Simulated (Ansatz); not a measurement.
# Molecular dynamics of CH₄ClGa (part 4 of 4)

The same run, continued: CH₄ClGa; RKS r2SCAN-D4/def2-SVP (Ansatz 0.2.0). It belongs to a series of runs on one base structure; here: dynamics from the highest image of the converged band.

Geometry of the input (Å):
```
Ga 0.5143  -0.2299  0.8321
Cl 1.9213  -1.8258  0.4202
C  -0.5833  0.3494  -0.6708
H  -0.4196  -0.2880  -1.5510
H  0.5531  0.2765  2.3036
H  -1.6510  0.3269  -0.3995
H  -0.3349  1.3907  -0.9345
```

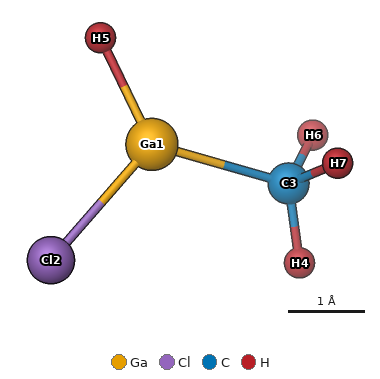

The geometry at step 163 of the log (ball-and-stick view, seen at a tilt; atoms are numbered from 1 in the order of the input).

## Trajectory as extended XYZ, continued
```
7
Properties=species:S:1:pos:R:3:forces:R:3 step=122 time_fs=61.0 energy=-65991.24582 temperature=135.9
Ga    0.5264   -0.2641    0.8049   -0.7347   1.4224   0.4278
Cl    1.9142   -1.7919    0.4592    0.7294  -0.9450  -0.3659
C    -0.6190    0.4378   -0.6401   -0.4523  -0.4392   0.6173
H    -0.6450   -0.3159   -1.4238    0.0651  -0.1997  -0.5054
H     0.6020    0.2370    2.2986   -0.1142  -0.0635  -0.1949
H    -1.6637    0.5031   -0.2471    0.4927   0.2390  -0.1449
H    -0.3093    1.4027   -1.0700    0.0140  -0.0141   0.1661
7
Properties=species:S:1:pos:R:3:forces:R:3 step=125 time_fs=62.5 energy=-65991.24031 temperature=127.2
Ga    0.5276   -0.2647    0.8063   -0.8274   1.4320   0.3307
Cl    1.9134   -1.7908    0.4596    0.7752  -0.9955  -0.3989
C    -0.6240    0.4400   -0.6474   -0.1930  -0.7585   0.5150
H    -0.6690   -0.3114   -1.4404    0.1629  -0.0950  -0.3372
H     0.6233    0.2112    2.3083   -0.1570  -0.0191  -0.2289
H    -1.6598    0.5039   -0.2601    0.2018   0.3147   0.0089
H    -0.3071    1.3990   -1.0740    0.0375   0.1214   0.1104
7
Properties=species:S:1:pos:R:3:forces:R:3 step=129 time_fs=64.5 energy=-65991.22853 temperature=109.1
Ga    0.5288   -0.2648    0.8084   -0.9268   1.3734   0.1316
Cl    1.9131   -1.7902    0.4598    0.8115  -1.0305  -0.4353
C    -0.6311    0.4408   -0.6559    0.3555  -1.1231   0.0525
H    -0.6953   -0.3074   -1.4722    0.2616   0.2106   0.0954
H     0.6462    0.1764    2.3138   -0.2003   0.0654  -0.1810
H    -1.6498    0.5155   -0.2764   -0.3536   0.3582   0.2484
H    -0.3028    1.3982   -1.0757    0.0522   0.1460   0.0885
7
Properties=species:S:1:pos:R:3:forces:R:3 step=132 time_fs=66.0 energy=-65991.22274 temperature=100.2
Ga    0.5294   -0.2644    0.8099   -0.9864   1.2895  -0.0540
Cl    1.9135   -1.7906    0.4596    0.8187  -1.0319  -0.4556
C    -0.6357    0.4390   -0.6621    0.5311  -1.0568  -0.1150
H    -0.7087   -0.3000   -1.4947    0.2818   0.3107   0.3017
H     0.6584    0.1518    2.3133   -0.2202   0.1382  -0.0889
H    -1.6495    0.5330   -0.2830   -0.4604   0.3196   0.2888
H    -0.2983    1.4011   -1.0747    0.0355   0.0307   0.1229
7
Properties=species:S:1:pos:R:3:forces:R:3 step=136 time_fs=68.0 energy=-65991.22910 temperature=109.8
Ga    0.5297   -0.2632    0.8120   -1.0453   1.1454  -0.3062
Cl    1.9148   -1.7920    0.4589    0.8007  -1.0001  -0.4693
C    -0.6406    0.4340   -0.6705    0.2371  -0.4985   0.2257
H    -0.7174   -0.2804   -1.5152    0.2219   0.1299   0.2289
H     0.6674    0.1239    2.3101   -0.2308   0.2288   0.0595
H    -1.6626    0.5665   -0.2830    0.0017   0.1443   0.0878
H    -0.2913    1.4054   -1.0691    0.0148  -0.1498   0.1736
7
Properties=species:S:1:pos:R:3:forces:R:3 step=139 time_fs=69.5 energy=-65991.22664 temperature=106.1
Ga    0.5295   -0.2619    0.8134   -1.0692   1.0247  -0.4589
Cl    1.9163   -1.7938    0.4581    0.7663  -0.9498  -0.4668
C    -0.6437    0.4290   -0.6764   -0.0574   0.0393   0.7372
H    -0.7182   -0.2622   -1.5248    0.1342  -0.1524  -0.0161
H     0.6683    0.1085    2.3089   -0.2302   0.2778   0.1442
H    -1.6736    0.5956   -0.2804    0.4208  -0.0435  -0.1079
H    -0.2855    1.4054   -1.0606    0.0355  -0.1961   0.1683
7
Properties=species:S:1:pos:R:3:forces:R:3 step=142 time_fs=71.0 energy=-65991.22112 temperature=97.7
Ga    0.5290   -0.2603    0.8147   -1.0703   0.9002  -0.5476
Cl    1.9183   -1.7961    0.4569    0.7144  -0.8764  -0.4519
C    -0.6468    0.4241   -0.6810   -0.1353   0.3841   1.1256
H    -0.7161   -0.2472   -1.5346    0.0491  -0.3626  -0.2031
H     0.6643    0.0991    2.3107   -0.2246   0.3016   0.1714
H    -1.6759    0.6238   -0.2799    0.5700  -0.2087  -0.2076
H    -0.2790    1.4013   -1.0487    0.0968  -0.1381   0.1133
7
Properties=species:S:1:pos:R:3:forces:R:3 step=146 time_fs=73.0 energy=-65991.22986 temperature=111.1
Ga    0.5278   -0.2577    0.8162   -1.0349   0.7331  -0.5461
Cl    1.9216   -1.8001    0.4550    0.6203  -0.7457  -0.4133
C    -0.6512    0.4185   -0.6840    0.2223   0.2965   1.0308
H    -0.7119   -0.2387   -1.5538   -0.0148  -0.2908  -0.0503
H     0.6515    0.0965    2.3185   -0.2102   0.2915   0.1025
H    -1.6613    0.6543   -0.2858    0.2134  -0.2984  -0.1207
H    -0.2666    1.3918   -1.0293    0.2040   0.0138  -0.0029
7
Properties=species:S:1:pos:R:3:forces:R:3 step=149 time_fs=74.5 energy=-65991.23577 temperature=120.2
Ga    0.5265   -0.2555    0.8171   -0.9870   0.6074  -0.4725
Cl    1.9245   -1.8036    0.4533    0.5345  -0.6282  -0.3726
C    -0.6542    0.4150   -0.6840    0.7315   0.0111   0.6056
H    -0.7089   -0.2398   -1.5696   -0.0298  -0.0637   0.2678
H     0.6365    0.1019    2.3271   -0.1918   0.2591  -0.0064
H    -1.6444    0.6699   -0.2933   -0.3011  -0.2546   0.0522
H    -0.2525    1.3845   -1.0145    0.2437   0.0690  -0.0741
7
Properties=species:S:1:pos:R:3:forces:R:3 step=153 time_fs=76.5 energy=-65991.24136 temperature=129.1
Ga    0.5244   -0.2523    0.8181   -0.9074   0.4364  -0.3368
Cl    1.9290   -1.8089    0.4506    0.4070  -0.4562  -0.3073
C    -0.6559    0.4103   -0.6825    1.1748  -0.1104   0.2164
H    -0.7059   -0.2428   -1.5811   -0.0325   0.1267   0.5183
H     0.6103    0.1176    2.3378   -0.1534   0.1994  -0.1635
H    -1.6330    0.6825   -0.3013   -0.6609  -0.1798   0.1757
H    -0.2258    1.3768   -0.9974    0.1723  -0.0161  -0.1028
7
Properties=species:S:1:pos:R:3:forces:R:3 step=156 time_fs=78.0 energy=-65991.26035 temperature=158.3
Ga    0.5224   -0.2497    0.8187   -0.8406   0.3032  -0.2476
Cl    1.9326   -1.8132    0.4483    0.3060  -0.3225  -0.2532
C    -0.6548    0.4066   -0.6808    1.0137   0.1389   0.3494
H    -0.7045   -0.2425   -1.5775   -0.0288   0.0639   0.4120
H     0.5867    0.1346    2.3421   -0.1136   0.1537  -0.2467
H    -1.6397    0.6871   -0.3033   -0.3798  -0.2084   0.0761
H    -0.2013    1.3708   -0.9870    0.0431  -0.1289  -0.0901
7
Properties=species:S:1:pos:R:3:forces:R:3 step=159 time_fs=79.5 energy=-65991.27788 temperature=185.3
Ga    0.5202   -0.2470    0.8192   -0.7672   0.1640  -0.1929
Cl    1.9364   -1.8177    0.4459    0.2027  -0.1884  -0.1968
C    -0.6520    0.4032   -0.6785    0.6010   0.4945   0.7265
H    -0.7037   -0.2410   -1.5654   -0.0198  -0.1356   0.1111
H     0.5607    0.1548    2.3412   -0.0661   0.1144  -0.2750
H    -1.6542    0.6872   -0.3038    0.1405  -0.2664  -0.0905
H    -0.1760    1.3621   -0.9786   -0.0910  -0.1826  -0.0823
7
Properties=species:S:1:pos:R:3:forces:R:3 step=163 time_fs=81.5 energy=-65991.28863 temperature=202.1
Ga    0.5169   -0.2433    0.8198   -0.6514  -0.0314  -0.1832
Cl    1.9416   -1.8239    0.4426    0.0633  -0.0119  -0.1210
C    -0.6466    0.4000   -0.6732    0.1956   0.6347   1.0347
H    -0.7032   -0.2443   -1.5465    0.0135  -0.3471  -0.2179
H     0.5240    0.1855    2.3310    0.0037   0.0779  -0.2161
H    -1.6677    0.6786   -0.3076    0.5684  -0.2383  -0.1824
H    -0.1454    1.3448   -0.9703   -0.1930  -0.0839  -0.1142
7
Properties=species:S:1:pos:R:3:forces:R:3 step=166 time_fs=83.0 energy=-65991.30091 temperature=221.0
Ga    0.5142   -0.2406    0.8202   -0.5437  -0.1813  -0.2107
Cl    1.9456   -1.8285    0.4400   -0.0414   0.1168  -0.0649
C    -0.6420    0.3989   -0.6672    0.1996   0.3005   0.8027
H    -0.7025   -0.2548   -1.5368    0.0654  -0.2778  -0.1597
H     0.4964    0.2106    2.3178    0.0557   0.0623  -0.1122
H    -1.6649    0.6662   -0.3148    0.4644  -0.1006  -0.0908
H    -0.1271    1.3296   -0.9668   -0.2001   0.0802  -0.1644
7
Properties=species:S:1:pos:R:3:forces:R:3 step=169 time_fs=84.5 energy=-65991.30728 temperature=230.7
Ga    0.5113   -0.2379    0.8206   -0.4143  -0.3242  -0.2412
Cl    1.9496   -1.8331    0.4373   -0.1445   0.2397  -0.0108
C    -0.6371    0.3983   -0.6597    0.4643  -0.2357   0.2546
H    -0.7004   -0.2710   -1.5302    0.1277  -0.0530   0.0939
H     0.4700    0.2371    2.3023    0.1035   0.0518   0.0136
H    -1.6526    0.6517   -0.3238    0.0501   0.0985   0.0966
H    -0.1131    1.3161   -0.9669   -0.1867   0.2229  -0.2067
7
Properties=species:S:1:pos:R:3:forces:R:3 step=173 time_fs=86.5 energy=-65991.29552 temperature=212.8
Ga    0.5072   -0.2345    0.8209   -0.2092  -0.4794  -0.2276
Cl    1.9547   -1.8389    0.4338   -0.2762   0.3893   0.0567
C    -0.6290    0.3968   -0.6493    0.8271  -0.6746  -0.4238
H    -0.6931   -0.2937   -1.5176    0.1764   0.1898   0.3383
H     0.4385    0.2740    2.2824    0.1576   0.0303   0.1528
H    -1.6362    0.6363   -0.3318   -0.4638   0.3024   0.2998
H    -0.1007    1.3054   -0.9739   -0.2119   0.2423  -0.1962
7
Properties=species:S:1:pos:R:3:forces:R:3 step=176 time_fs=88.0 energy=-65991.29285 temperature=208.6
Ga    0.5041   -0.2321    0.8211   -0.0344  -0.5534  -0.1391
Cl    1.9584   -1.8430    0.4311   -0.3685   0.4875   0.1026
C    -0.6214    0.3943   -0.6422    0.6827  -0.5362  -0.5781
H    -0.6834   -0.3066   -1.5003    0.1621   0.1784   0.2721
H     0.4186    0.3025    2.2710    0.1911  -0.0043   0.1966
H    -1.6339    0.6317   -0.3310   -0.3701   0.2966   0.2772
H    -0.0967    1.3034   -0.9840   -0.2628   0.1313  -0.1312
7
Properties=species:S:1:pos:R:3:forces:R:3 step=180 time_fs=90.0 energy=-65991.28913 temperature=202.7
Ga    0.4999   -0.2292    0.8212    0.2172  -0.5908   0.0894
Cl    1.9629   -1.8480    0.4277   -0.4807   0.5982   0.1565
C    -0.6095    0.3897   -0.6342    0.0024   0.0748  -0.3718
H    -0.6654   -0.3188   -1.4696    0.0796  -0.0689  -0.0872
H     0.3987    0.3401    2.2622    0.2275  -0.0818   0.1607
H    -1.6408    0.6348   -0.3213    0.2446   0.1116   0.0739
H    -0.1002    1.3045   -1.0016   -0.2905  -0.0430  -0.0215
7
Properties=species:S:1:pos:R:3:forces:R:3 step=183 time_fs=91.5 energy=-65991.27297 temperature=177.9
Ga    0.4968   -0.2272    0.8214    0.4138  -0.5860   0.3074
Cl    1.9660   -1.8514    0.4253   -0.5561   0.6669   0.1910
C    -0.6004    0.3863   -0.6291   -0.4485   0.4585  -0.2338
H    -0.6496   -0.3291   -1.4478   -0.0018  -0.2443  -0.3277
H     0.3893    0.3664    2.2596    0.2475  -0.1553   0.0882
H    -1.6414    0.6404   -0.3117    0.5773  -0.0404  -0.0553
H    -0.1101    1.3048   -1.0156   -0.2322  -0.0995   0.0302
7
Properties=species:S:1:pos:R:3:forces:R:3 step=186 time_fs=93.0 energy=-65991.25933 temperature=156.8
Ga    0.4939   -0.2254    0.8216    0.6126  -0.5715   0.5182
Cl    1.9687   -1.8543    0.4230   -0.6232   0.7244   0.2204
C    -0.5921    0.3837   -0.6245   -0.6126   0.4902  -0.3656
H    -0.6339   -0.3443   -1.4327   -0.0736  -0.2235  -0.3342
H     0.3853    0.3893    2.2590    0.2585  -0.2272   0.0111
H    -1.6302    0.6452   -0.3032    0.5426  -0.1269  -0.0836
H    -0.1248    1.3030   -1.0290   -0.1043  -0.0655   0.0338
7
Properties=species:S:1:pos:R:3:forces:R:3 step=190 time_fs=95.0 energy=-65991.24234 temperature=130.3
Ga    0.4903   -0.2233    0.8222    0.8712  -0.5615   0.7244
Cl    1.9717   -1.8575    0.4201   -0.6984   0.7835   0.2514
C    -0.5826    0.3814   -0.6194   -0.3513   0.0524  -0.9112
H    -0.6157   -0.3708   -1.4225   -0.1464   0.0853  -0.0363
H     0.3886    0.4121    2.2584    0.2556  -0.2974  -0.0530
H    -1.5993    0.6476   -0.2940   -0.0374  -0.1120   0.0376
H    -0.1472    1.2989   -1.0460    0.1067   0.0498  -0.0128
7
Properties=species:S:1:pos:R:3:forces:R:3 step=193 time_fs=96.5 energy=-65991.21944 temperature=95.1
Ga    0.4879   -0.2220    0.8229    1.0497  -0.5709   0.7980
Cl    1.9735   -1.8594    0.4181   -0.7426   0.8138   0.2682
C    -0.5763    0.3799   -0.6175   -0.0405  -0.2553  -1.2893
H    -0.6055   -0.3894   -1.4166   -0.1896   0.2982   0.1574
H     0.3975    0.4219    2.2567    0.2396  -0.3189  -0.0539
H    -1.5758    0.6465   -0.2865   -0.5376  -0.0596   0.1542
H    -0.1619    1.2968   -1.0589    0.2210   0.0926  -0.0347
7
Properties=species:S:1:pos:R:3:forces:R:3 step=197 time_fs=98.5 energy=-65991.20586 temperature=74.1
Ga    0.4852   -0.2204    0.8242    1.2497  -0.6082   0.7858
Cl    1.9751   -1.8611    0.4157   -0.7835   0.8345   0.2815
C    -0.5681    0.3772   -0.6185   -0.1039  -0.1464  -1.3122
H    -0.5983   -0.4044   -1.4038   -0.2290   0.2921   0.1123
H     0.4172    0.4244    2.2530    0.2031  -0.3016   0.0085
H    -1.5621    0.6429   -0.2716   -0.5866  -0.0878   0.1155
H    -0.1741    1.2967   -1.0771    0.2504   0.0174   0.0087
7
Properties=species:S:1:pos:R:3:forces:R:3 step=200 time_fs=100.0 energy=-65991.21007 temperature=80.4
Ga    0.4837   -0.2194    0.8254    1.3593  -0.6494   0.7049
Cl    1.9758   -1.8618    0.4141   -0.8008   0.8360   0.2847
C    -0.5621    0.3749   -0.6220   -0.5425   0.2631  -0.9482
H    -0.5986   -0.4084   -1.3913   -0.2388   0.0756  -0.1257
H     0.4372    0.4187    2.2503    0.1683  -0.2608   0.0868
H    -1.5662    0.6380   -0.2575   -0.1464  -0.1777  -0.0771
H    -0.1770    1.2972   -1.0906    0.2008  -0.0869   0.0746
```
